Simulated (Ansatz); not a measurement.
**Hf: pressure series**

The reference is Hf in the hcp (Mg type) structure (space group P6_3/mmc, No. 194; a = 3.159 Å, c = 5.000 Å).

Cell and atoms are relaxed at each pressure.

All numbers come from PBEsol, PAW, 420 eV (Ansatz, a quantum-chemistry and plane-wave program; no SOC).

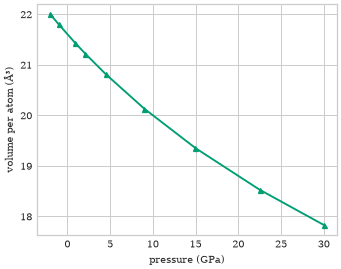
Fig. 1. Volume against pressure

### Question
Estimate the zero-pressure bulk modulus from the plot.

### Answer
About 110 GPa; a third-order Birch–Murnaghan fit to the points gives V₀ = 21.61 Å³/atom, B₀ = 113 GPa and B₀′ = 3.4.

Load acts through the strain it causes; cell and atoms are relaxed under it. Stability against distortions was not tested. Competing high-pressure phases were not computed. All final runs are without spin polarisation.
